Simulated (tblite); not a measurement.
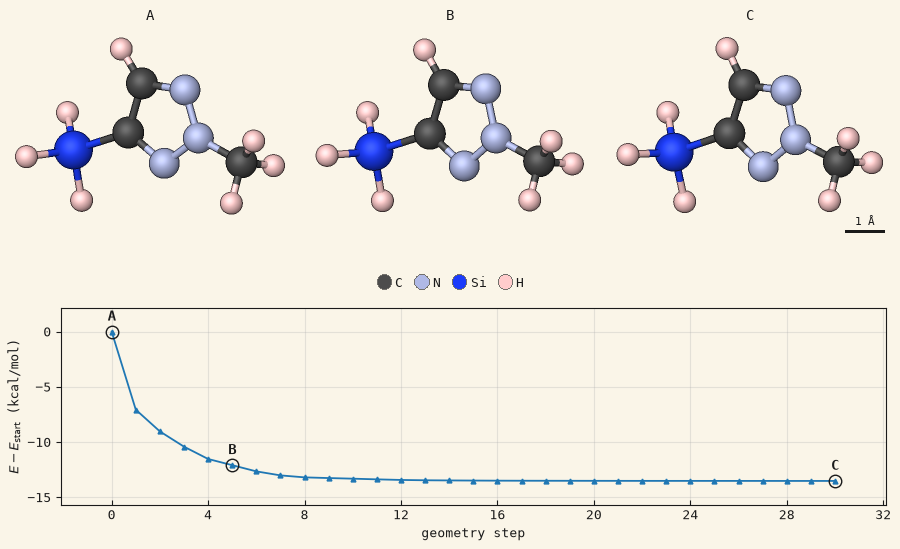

Frames of a relaxation of C3H7N3Si, marked on the history of the run. The picture is a ball-and-stick view, seen at a tilt.

All numbers below come from GFN2-xTB geometry optimisation, gas phase in tblite 0.8.0. 

**What happens along the run?**

The largest moves after the best rigid fit, 0.18 Å, are those of H atoms. Largest moves by element: H 0.18 Å, C 0.10 Å, N 0.10 Å, Si 0.06 Å. Some distances before and after: C–N 1.367 → 1.322 Å, C–H 1.128 → 1.088 Å, C–N 1.467 → 1.431 Å, C–Si 1.850 → 1.871 Å. Among the angles between lasting bonds that change: N–N–N 107.0° → 114.7°, N–C–H 129.3° → 121.7°, C–N–N 129.3° → 122.3°. The energy falls by 13.5 kcal/mol in 30 geometry steps. Cost: 0.17 s on 1 thread of Arm Neoverse V1 (shared host). From step 0 to 5: an H atom moves most (0.11 Å), energy −12.1 kcal/mol. From step 5 to 30: an H atom moves most (0.11 Å), energy −1.43 kcal/mol.

```
step  E − E(0), kcal/mol
   0                0.00
   1               -7.06
   2               -9.03
   3              -10.41
   4              -11.53
   5              -12.09
   6              -12.65
   7              -13.01
   8              -13.19
   9              -13.25
  10              -13.31
  11              -13.37
  12              -13.42
  13              -13.45
  14              -13.47
  15              -13.48
  16              -13.49
  17              -13.50
  18              -13.50
  19              -13.50
  21              -13.51
  22              -13.51
  23              -13.51
  24              -13.51
  25              -13.51
  26              -13.51
  27              -13.51
  28              -13.51
  29              -13.51
  30              -13.51
```
